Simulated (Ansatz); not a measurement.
The starting structures come from a database of crystals and need not be the phases stable at ambient conditions.

 Where the default PAW files enter, the runs use the earlier of Ansatz's two default sets.

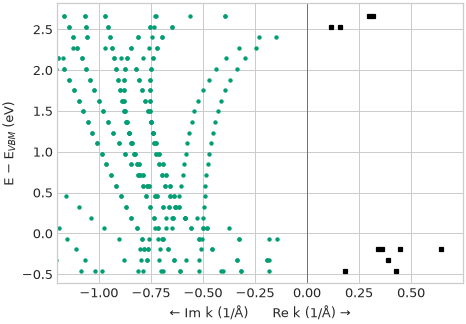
Figure: Complex bands at the centre of the two-dimensional zone; r2SCAN (Ansatz, an electronic-structure program)

No gap correction and no spin-orbit coupling; mid-gap values are interpolated between computed energies.

### Question
This is Li$_{2}$PdF$_{6}$ (P4_2/mnm, not sure to be the ambient phase, 18 atoms a cell, 10.5 Å³ an atom) along the normal of (100). Read off the slowest decay at the centre of the two-dimensional zone at 1.24 eV, the computed energy nearest the middle of the gap.

### Answer
κ ≈ 0.45 1/Å, a decay length 1/(2κ) of the density of 1.1 Å.
